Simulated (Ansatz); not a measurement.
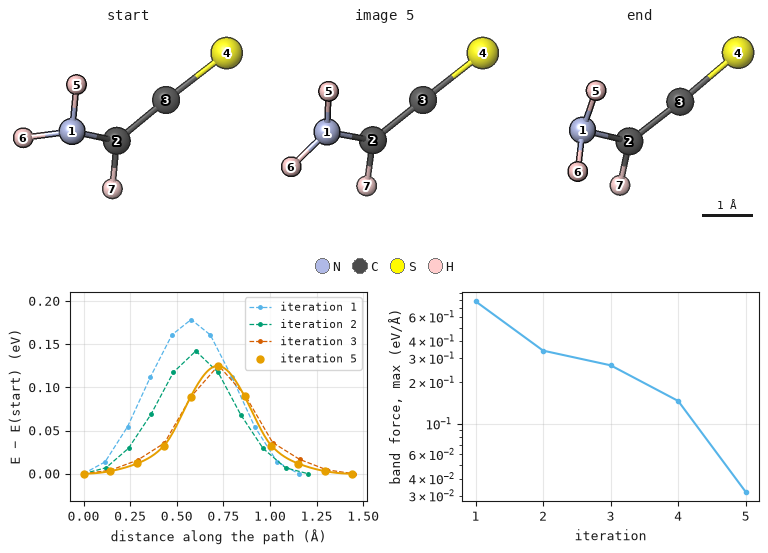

NEB run on C2H3NS. Images are numbered from 0 (start) to 10 (end). The plot follows the band through its iterations. Style: ball-and-stick. Shown at a tilt.

Computed with RKS revPBE-D4/def2-SVP (Ansatz). Settings: 9 movable images; climbing image; force threshold 0.05 eV/Å; iteration limit 60; starting path by image-dependent pair potential.

**Did the band converge, and can the barrier be trusted?**

The result is final at these settings. The band converged in 5 iterations. The largest component of the band force went from 0.78 to 0.032 eV/Å. The climbing image converged on the top of the path. Its vibrational analysis gives one imaginary mode (560i cm⁻¹), as a transition state must have. The first iteration put the highest image at 0.179 eV. The barrier is about 0.125 eV in both directions, with image 5 at the top; the ends have the same energy.

The run took 120 s on 1 thread of Intel(R) Xeon(R) Processor @ 2.70GHz (shared host), peak memory 0.15 GiB.
